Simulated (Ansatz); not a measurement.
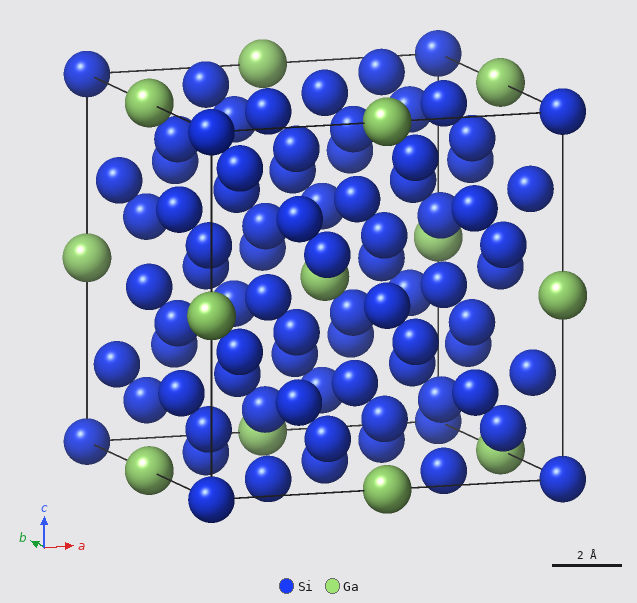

The figure gives a spheres-only picture of the atoms, viewed slightly off an axis. The drawn cell (a repeat of the simulation cell) is outlined; an atom on or near a face, edge or corner is repeated at each equivalent position. Cell: a = 10.940 Å, b = 10.940 Å, c = 10.940 Å, α = 90.00°, β = 90.00°, γ = 90.00°.

Notes on the structure:

- The material is GaSi₁₅.
- Within 0.01 Å the space group is F-43m (No. 216), face-centred cubic.
- Counting shared atoms by their share gives 4 Ga, 60 Si, or 64 atoms.
- Each Ga atom is coordinated by four Si in a tetrahedral arrangement at about 2.4 Å.

Its origin is a structure listed in the Materials Project, repeated into a supercell with a point defect put in. The atoms were relaxed in a fixed cell with DFT PBE, scalar-relativistic, plane waves, PAW (Ansatz 0.2.0).
